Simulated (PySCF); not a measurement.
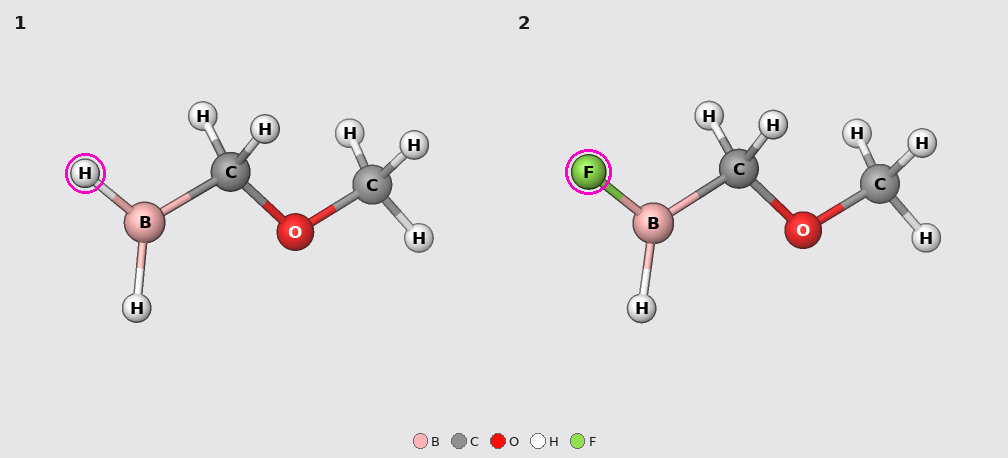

2 molecules with one skeleton, seen from the same side and at one scale; the atom that differs is circled. Each species is neutral and a spin singlet. Computed geometries: PBE0-D3(BJ)/def2-SVP optimisations, one conformation each. Properties computed with PySCF 2.14.0.

One atom differs, called X below: H in panel 1, F in panel 2. Their formulas are C2H7BO (`BCOC`), C2H6BFO (`COCBF`).

**In which is the length of X–B larger (PBE0-D3(BJ)/def2-SVP)?**

In panel 2 (X = F).

**In which is the GIAO shielding of the B bonded to X larger (PBE0/6-311+G(2d,p))?**

In panel 2 (X = F).

Give the values. With PBE0-D3(BJ)/def2-SVP: length of X–B (Å), angle H–B–X (°). With PBE0/6-311+G(2d,p): dipole moment (D), HOMO energy (Kohn–Sham orbital) (eV), HOMO–LUMO gap (eV), Hirshfeld charge of X (e), GIAO shielding of the B bonded to X (ppm).

| quantity | 1 (H) | 2 (F) | 2 − 1 |
| --- | --- | --- | --- |
| length of X–B (Å) | 1.210 | 1.324 | +0.114 |
| angle H–B–X (°) | 120.1 | 117.8 | −2.3 |
| dipole moment (D) | 1.57 | 1.65 | +0.08 |
| HOMO energy (Kohn–Sham orbital) (eV) | −7.57 | −7.69 | −0.12 |
| HOMO–LUMO gap (eV) | 6.18 | 6.95 | +0.77 |
| Hirshfeld charge of X (e) | −0.06 | −0.14 | −0.08 |
| GIAO shielding of the B bonded to X (ppm) | 17.5 | 45.9 | +28.4 |
